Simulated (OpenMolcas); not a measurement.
# AlN in OpenMolcas, from active space to Ω levels

Aim: the low electronic states of AlN, first without spin–orbit coupling and then as Ω levels, at one distance and along the bond.

Method: SA-CASSCF(8,8), XMS-CASPT2, RASSI; ANO-RCC-VTZP; program: OpenMolcas 26.06.

All values are calculated.

## 1. Input

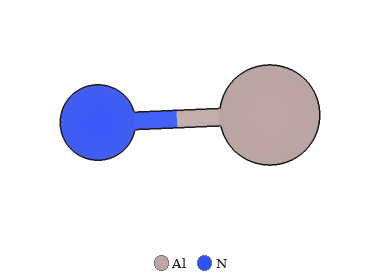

The two atoms at 1.818 Å (aluminium light grey, nitrogen blue).

C2 symmetry about the axis (a holds Σ, Δ, Γ; b holds Π, Φ, H; Σ⁺ and Σ⁻ are not told apart); roots by multiplicity and irrep: 3a 2, 3b 6, 1b 4, 1a 4, 5b 2.

Active shells: Al 3s 3p, N 2s 2p.

The input, m.inp:

```
&GATEWAY
Coord
2
angstrom
Al 0.0 0.0 0.0
N 0.0 0.0 1.8180
Basis=ANO-RCC-VTZP
Group=XY
RX2C
AMFI
ANGMom
0.0 0.0 0.0
RICD
&SEWARD
&GUESSORB
&RASSCF
FileOrb=$CurrDir/o31.orb
Symmetry=1
Spin=3
nActEl=8 0 0
Inactive=4 2
RAS2=4 4
CIRoot=2 2 1
Linear
Iterations=120 100
OrbListing=Nothing
PRWF=0.15
>>COPY $Project.RasOrb $CurrDir/o31.orb
>>COPY $Project.rasscf.h5 $CurrDir/r31.h5
&CASPT2
XMultistate=all
Imaginary=0.2
IPEA=0.25
MaxIter=40
>>COPY $Project.JobMix JOB001
&RASSCF
FileOrb=$CurrDir/o32.orb
Symmetry=2
Spin=3
nActEl=8 0 0
Inactive=4 2
RAS2=4 4
CIRoot=6 6 1
Linear
Iterations=120 100
OrbListing=Nothing
PRWF=0.15
>>COPY $Project.RasOrb $CurrDir/o32.orb
>>COPY $Project.rasscf.h5 $CurrDir/r32.h5
&CASPT2
XMultistate=all
Imaginary=0.2
IPEA=0.25
MaxIter=40
>>COPY $Project.JobMix JOB002
&RASSCF
FileOrb=$CurrDir/o12.orb
Symmetry=2
Spin=1
nActEl=8 0 0
Inactive=4 2
RAS2=4 4
CIRoot=4 4 1
Linear
Iterations=120 100
OrbListing=Nothing
PRWF=0.15
>>COPY $Project.RasOrb $CurrDir/o12.orb
>>COPY $Project.rasscf.h5 $CurrDir/r12.h5
&CASPT2
XMultistate=all
Imaginary=0.2
IPEA=0.25
MaxIter=40
>>COPY $Project.JobMix JOB003
&RASSCF
FileOrb=$CurrDir/o11.orb
Symmetry=1
Spin=1
nActEl=8 0 0
Inactive=4 2
RAS2=4 4
CIRoot=4 4 1
Linear
Iterations=120 100
OrbListing=Nothing
PRWF=0.15
>>COPY $Project.RasOrb $CurrDir/o11.orb
>>COPY $Project.rasscf.h5 $CurrDir/r11.h5
&CASPT2
XMultistate=all
Imaginary=0.2
IPEA=0.25
MaxIter=40
>>COPY $Project.JobMix JOB004
&RASSCF
FileOrb=$CurrDir/o52.orb
Symmetry=2
Spin=5
nActEl=8 0 0
Inactive=4 2
RAS2=4 4
CIRoot=2 2 1
Linear
Iterations=120 100
OrbListing=Nothing
PRWF=0.15
>>COPY $Project.RasOrb $CurrDir/o52.orb
>>COPY $Project.rasscf.h5 $CurrDir/r52.h5
&CASPT2
XMultistate=all
Imaginary=0.2
IPEA=0.25
MaxIter=40
>>COPY $Project.JobMix JOB005
&RASSI
Nr of JobIphs=5 2 6 4 4 2
1 2
1 2 3 4 5 6
1 2 3 4
1 2 3 4
1 2
SpinOrbit
EJob
Omega
MEES
MESO
Properties=4
'AngMom' 3 'Mltpl  1' 1 'Mltpl  1' 2 'Mltpl  1' 3
Thrs=1.0d-4
>>COPY $Project.rassi.h5 $CurrDir/so.h5
```

Each module block was a call of its own in one work directory; start orbitals came from a preliminary run.

The run is started by

```bash
$ pymolcas m.inp
```

## 2. The spin-free blocks

Output, in excerpt:

```text
++    Wave function specifications:
      Number of closed shell electrons          12
      Number of electrons in active shells       8
      Number of inactive orbitals                6
      Number of active orbitals                  8
      Number of secondary orbitals              50
      Spin quantum number                      1.0
      State symmetry                             1
++    Orbital specifications:
      Symmetry species                           1   2
                                                 a   b
      Frozen orbitals                            0   0
      Inactive orbitals                          4   2
      Active orbitals                            4   4
      RAS2 orbitals                              4   4
      Secondary orbitals                        26  24
      Number of basis functions                 34  30
      printout of CI-coefficients larger than  0.15 for root  1
      energy=    -296.820264
      conf/sym  1111 2222     Coeff  Weight
            55  0222 uu00   0.94463 0.89233
            56  0222 u0u0  -0.16100 0.02592
            59  0222 0u0u   0.16100 0.02592
      printout of CI-coefficients larger than  0.15 for root  2
      energy=    -296.756106
      conf/sym  1111 2222     Coeff  Weight
           442  0022 2uu0   0.25693 0.06601
           446  0022 u20u  -0.25693 0.06602
           961  0uu2 2200  -0.81803 0.66917
      Natural orbitals and occupation numbers for root  1
      sym 1:   0.026480   1.932072   1.975812   1.992897
      sym 2:   0.997831   0.997831   0.038537   0.038538
      Natural orbitals and occupation numbers for root  2
      sym 1:   0.020881   0.884590   1.111866   1.982499
      sym 2:   1.805355   1.805361   0.194721   0.194728
      RASSCF energy for state  2                   -296.75610562
::    RASSCF root number  1 Total energy:   -296.82026362
::    RASSCF root number  2 Total energy:   -296.75610562
      Von Neumann Entropy (Root   1) =  1.37375
++    Wave function specifications:
      Number of closed shell electrons           6
      Number of electrons in active shells       8
      Number of inactive orbitals                3
      Number of active orbitals                  8
      Number of secondary orbitals              50
      Spin quantum number                      1.0
      State symmetry                             1
      Number of CSFs                          1168
      Number of CASSCF root(s) available         2
      CASPT2 state passed to geometry opt.       2
      A file JOBMIX will be created
      This is a MULTI-STATE CASSCF reference
      Number of CI roots used                    2
      These are:                                 1   2
      Off-diagonal elements of Heff are computed
  FINAL CASPT2 RESULT:
      Reference energy:        -296.8202636159
      E2 (Non-variational):      -0.3299118684
      Shift correction:          -0.0015332539
      E2 (Variational):          -0.3314451223
      Total energy:            -297.1517087382
      Reference weight:           0.93202
  FINAL CASPT2 RESULT:
      Reference energy:        -296.7561056201
      E2 (Non-variational):      -0.3202345024
      Shift correction:          -0.0018938431
      E2 (Variational):          -0.3221283456
      Total energy:            -297.0782339657
      Reference weight:           0.93194
       Total XMS-CASPT2 energies:
::    XMS-CASPT2 Root  1     Total energy:   -297.15170874
::    XMS-CASPT2 Root  2     Total energy:   -297.07823397
++    Wave function specifications:
      Number of closed shell electrons          12
      Number of electrons in active shells       8
      Number of inactive orbitals                6
      Number of active orbitals                  8
      Number of secondary orbitals              50
      Spin quantum number                      1.0
      State symmetry                             2
      printout of CI-coefficients larger than  0.15 for root  1
      energy=    -296.817912
      conf/sym  1111 2222     Coeff  Weight
           402  02u2 u200  -0.81100 0.65773
           474  0u22 u200   0.45216 0.20445
      printout of CI-coefficients larger than  0.15 for root  2
      energy=    -296.817912
      conf/sym  1111 2222     Coeff  Weight
           401  02u2 2u00  -0.81100 0.65773
           473  0u22 2u00   0.45216 0.20445
      printout of CI-coefficients larger than  0.15 for root  3
      energy=    -296.735127
      conf/sym  1111 2222     Coeff  Weight
           402  02u2 u200   0.27500 0.07563
           404  02u2 duu0  -0.36360 0.13220
           405  02u2 udu0   0.33575 0.11273
           407  02u2 uud0   0.26714 0.07136
           474  0u22 u200   0.71033 0.50457
      printout of CI-coefficients larger than  0.15 for root  4
      energy=    -296.735127
      conf/sym  1111 2222     Coeff  Weight
           401  02u2 2u00   0.27500 0.07563
           411  02u2 du0u  -0.47256 0.22332
           419  02u2 uu0d   0.26714 0.07136
           473  0u22 2u00   0.71033 0.50457
      printout of CI-coefficients larger than  0.15 for root  5
      energy=    -296.686947
      conf/sym  1111 2222     Coeff  Weight
           402  02u2 u200  -0.22487 0.05056
           404  02u2 duu0  -0.61260 0.37528
           405  02u2 udu0  -0.19296 0.03723
           407  02u2 uud0   0.37534 0.14088
           413  02u2 020u   0.53052 0.28146
           474  0u22 u200  -0.17842 0.03183
      printout of CI-coefficients larger than  0.15 for root  6
      energy=    -296.686947
      conf/sym  1111 2222     Coeff  Weight
           401  02u2 2u00   0.22487 0.05056
           403  02u2 20u0   0.53052 0.28146
           412  02u2 ud0u  -0.62701 0.39314
           419  02u2 uu0d  -0.37534 0.14088
           473  0u22 2u00   0.17842 0.03183
      Natural orbitals and occupation numbers for root  1
      sym 1:   0.022663   1.892205   1.039873   1.989997
      sym 2:   0.984897   1.906579   0.111439   0.052346
      Natural orbitals and occupation numbers for root  2
      sym 1:   0.022663   1.892205   1.039873   1.989997
      sym 2:   1.906579   0.984897   0.052346   0.111439
      Natural orbitals and occupation numbers for root  3
      sym 1:   0.025681   1.239394   1.707816   1.987738
      sym 2:   0.965828   1.622285   0.392713   0.058544
      Natural orbitals and occupation numbers for root  4
      sym 1:   0.025681   1.239394   1.707816   1.987738
      sym 2:   1.622285   0.965828   0.058544   0.392713
      Natural orbitals and occupation numbers for root  5
      sym 1:   0.027572   1.936435   1.027905   1.987429
      sym 2:   0.725607   1.366615   0.593824   0.334612
      Natural orbitals and occupation numbers for root  6
      sym 1:   0.027572   1.936435   1.027905   1.987429
      sym 2:   1.366615   0.725607   0.334612   0.593824
      RASSCF energy for state  6                   -296.68694655
::    RASSCF root number  1 Total energy:   -296.81791154
::    RASSCF root number  2 Total energy:   -296.81791154
::    RASSCF root number  3 Total energy:   -296.73512728
::    RASSCF root number  4 Total energy:   -296.73512728
::    RASSCF root number  5 Total energy:   -296.68694655
::    RASSCF root number  6 Total energy:   -296.68694655
      Von Neumann Entropy (Root   1) =  1.58539
++    Wave function specifications:
      Number of closed shell electrons           6
      Number of electrons in active shells       8
      Number of inactive orbitals                3
      Number of active orbitals                  8
      Number of secondary orbitals              50
      Spin quantum number                      1.0
      State symmetry                             2
      Number of CSFs                          1184
      Number of CASSCF root(s) available         6
      CASPT2 state passed to geometry opt.       6
      A file JOBMIX will be created
      This is a MULTI-STATE CASSCF reference
      Number of CI roots used                    6
      These are:                                 1   2   3   4   5   6
      Off-diagonal elements of Heff are computed
  FINAL CASPT2 RESULT:
      Reference energy:        -296.8179115376
      E2 (Non-variational):      -0.3331769905
      Shift correction:          -0.0014915115
      E2 (Variational):          -0.3346685020
      Total energy:            -297.1525800395
      Reference weight:           0.93211
  FINAL CASPT2 RESULT:
      Reference energy:        -296.8179115368
      E2 (Non-variational):      -0.3331769911
      Shift correction:          -0.0014915115
      E2 (Variational):          -0.3346685026
      Total energy:            -297.1525800394
      Reference weight:           0.93211
  FINAL CASPT2 RESULT:
      Reference energy:        -296.7351272849
      E2 (Non-variational):      -0.3332548274
      Shift correction:          -0.0017066396
      E2 (Variational):          -0.3349614670
      Total energy:            -297.0700887519
      Reference weight:           0.93025
  FINAL CASPT2 RESULT:
      Reference energy:        -296.7351272846
      E2 (Non-variational):      -0.3332548277
      Shift correction:          -0.0017066396
      E2 (Variational):          -0.3349614673
      Total energy:            -297.0700887519
      Reference weight:           0.93025
  FINAL CASPT2 RESULT:
      Reference energy:        -296.6869465532
      E2 (Non-variational):      -0.3296742680
      Shift correction:          -0.0020886690
      E2 (Variational):          -0.3317629370
      Total energy:            -297.0187094902
      Reference weight:           0.92924
  FINAL CASPT2 RESULT:
      Reference energy:        -296.6869465530
      E2 (Non-variational):      -0.3296742683
      Shift correction:          -0.0020886692
      E2 (Variational):          -0.3317629375
      Total energy:            -297.0187094904
      Reference weight:           0.92924
       Total XMS-CASPT2 energies:
::    XMS-CASPT2 Root  1     Total energy:   -297.15640741
::    XMS-CASPT2 Root  2     Total energy:   -297.15640741
::    XMS-CASPT2 Root  3     Total energy:   -297.06512157
::    XMS-CASPT2 Root  4     Total energy:   -297.06512157
::    XMS-CASPT2 Root  5     Total energy:   -297.01984930
::    XMS-CASPT2 Root  6     Total energy:   -297.01984930
++    Wave function specifications:
      Number of closed shell electrons          12
      Number of electrons in active shells       8
      Number of inactive orbitals                6
      Number of active orbitals                  8
      Number of secondary orbitals              50
      Spin quantum number                      0.0
      State symmetry                             2
      printout of CI-coefficients larger than  0.15 for root  1
      energy=    -296.789409
      conf/sym  1111 2222     Coeff  Weight
           340  02u2 dud0  -0.18516 0.03428
           397  0u22 2d00  -0.22794 0.05196
           398  0u22 d200   0.85880 0.73754
           400  0u22 dud0   0.24267 0.05889
           401  0u22 udd0  -0.16596 0.02754
      printout of CI-coefficients larger than  0.15 for root  2
      energy=    -296.789409
      conf/sym  1111 2222     Coeff  Weight
           346  02u2 du0d   0.16661 0.02776
           397  0u22 2d00  -0.85880 0.73754
           398  0u22 d200  -0.22794 0.05196
           406  0u22 du0d  -0.26506 0.07026
      printout of CI-coefficients larger than  0.15 for root  3
      energy=    -296.699647
      conf/sym  1111 2222     Coeff  Weight
           337  02u2 2d00   0.73779 0.54433
           346  02u2 du0d   0.16266 0.02646
           397  0u22 2d00   0.20074 0.04030
           406  0u22 du0d  -0.51027 0.26037
           407  0u22 ud0d   0.20839 0.04343
      printout of CI-coefficients larger than  0.15 for root  4
      energy=    -296.699647
      conf/sym  1111 2222     Coeff  Weight
           338  02u2 d200   0.73779 0.54433
           398  0u22 d200   0.20074 0.04029
           400  0u22 dud0  -0.43560 0.18975
           401  0u22 udd0   0.33771 0.11405
      Natural orbitals and occupation numbers for root  1
      sym 1:   0.029887   1.038455   1.915073   1.990959
      sym 2:   0.989759   1.841419   0.167355   0.027092
      Natural orbitals and occupation numbers for root  2
      sym 1:   0.029887   1.038455   1.915073   1.990959
      sym 2:   1.841419   0.989759   0.027092   0.167355
      Natural orbitals and occupation numbers for root  3
      sym 1:   0.025842   1.579834   1.352774   1.989299
      sym 2:   1.626157   0.987050   0.044061   0.394983
      Natural orbitals and occupation numbers for root  4
      sym 1:   0.025842   1.579834   1.352773   1.989299
      sym 2:   0.987050   1.626158   0.394983   0.044061
      RASSCF energy for state  4                   -296.69964736
::    RASSCF root number  1 Total energy:   -296.78940877
::    RASSCF root number  2 Total energy:   -296.78940877
::    RASSCF root number  3 Total energy:   -296.69964737
::    RASSCF root number  4 Total energy:   -296.69964736
      Von Neumann Entropy (Root   1) =  1.64355
++    Wave function specifications:
      Number of closed shell electrons           6
      Number of electrons in active shells       8
      Number of inactive orbitals                3
      Number of active orbitals                  8
      Number of secondary orbitals              50
      Spin quantum number                      0.0
      State symmetry                             2
      Number of CSFs                           864
      Number of CASSCF root(s) available         4
      CASPT2 state passed to geometry opt.       4
      A file JOBMIX will be created
      This is a MULTI-STATE CASSCF reference
      Number of CI roots used                    4
      These are:                                 1   2   3   4
      Off-diagonal elements of Heff are computed
  FINAL CASPT2 RESULT:
      Reference energy:        -296.7894087709
      E2 (Non-variational):      -0.3418189245
      Shift correction:          -0.0015680194
      E2 (Variational):          -0.3433869439
      Total energy:            -297.1327957149
      Reference weight:           0.92879
  FINAL CASPT2 RESULT:
      Reference energy:        -296.7894087698
      E2 (Non-variational):      -0.3418189325
      Shift correction:          -0.0015680196
      E2 (Variational):          -0.3433869522
      Total energy:            -297.1327957220
      Reference weight:           0.92879
  FINAL CASPT2 RESULT:
      Reference energy:        -296.6996473742
      E2 (Non-variational):      -0.3323995477
      Shift correction:          -0.0021010293
      E2 (Variational):          -0.3345005770
      Total energy:            -297.0341479511
      Reference weight:           0.92857
  FINAL CASPT2 RESULT:
      Reference energy:        -296.6996473634
      E2 (Non-variational):      -0.3323995595
      Shift correction:          -0.0021010296
      E2 (Variational):          -0.3345005891
      Total energy:            -297.0341479524
      Reference weight:           0.92857
       Total XMS-CASPT2 energies:
::    XMS-CASPT2 Root  1     Total energy:   -297.12774079
::    XMS-CASPT2 Root  2     Total energy:   -297.12774079
::    XMS-CASPT2 Root  3     Total energy:   -297.03920288
::    XMS-CASPT2 Root  4     Total energy:   -297.03920288
++    Wave function specifications:
      Number of closed shell electrons          12
      Number of electrons in active shells       8
      Number of inactive orbitals                6
      Number of active orbitals                  8
      Number of secondary orbitals              50
      Spin quantum number                      0.0
      State symmetry                             1
      printout of CI-coefficients larger than  0.15 for root  1
      energy=    -296.802267
      conf/sym  1111 2222     Coeff  Weight
           458  0202 2200  -0.25086 0.06293
           518  0022 2200   0.88896 0.79025
      printout of CI-coefficients larger than  0.15 for root  2
[... the kept output breaks off here ...]
```

Spin-free states (degenerate pairs once); dipoles are positive if N is the positive end.

```
state  CASSCF root of the same rank (eV)  XMS-CASPT2 (eV)  μ of the rotated CASSCF state (D)
(1)3Π                               0.06            0.000                              -1.81
(1)3Σ                               0.00            0.128                              -0.77
(1)1Σ                               0.49            0.649                              -4.83
(1)1Π                               0.84            0.780                              -3.19
(1)1Δ                               1.43            1.619                              -0.18
(2)3Σ                               1.75            2.127                              -3.39
(2)1Σ                               1.99            2.451                              -0.36
(2)3Π                               2.32            2.484                              -2.12
(1)5Π                               2.25            2.673                              -1.05
(2)1Π                               3.28            3.189                              -1.36
(3)3Π                               3.63            3.716                              -1.74
```

XMS-CASPT2 splits the two components of a degenerate state by up to 10 cm⁻¹ here, an artefact of the lowered symmetry; the lower one is listed, and the split carries into the Ω levels (unreadable Ω is marked ?).

State-averaged natural occupations by block (full and empty orbitals left out): 3a: 0.02 1.42 1.54 1.98 1.38 1.38 0.14 0.14; 3b: 0.03 1.69 1.26 1.99 1.25 1.25 0.26 0.26; 1b: 0.03 1.31 1.64 1.99 1.35 1.35 0.17 0.17; 1a: 0.02 1.54 1.91 1.98 1.23 1.23 0.05 0.05; 5b: 0.03 1.97 1.00 2.00 1.00 1.00 0.51 0.51. Reference weights run from 0.928 to 0.938.

(Part 1 of 2 ends here.)
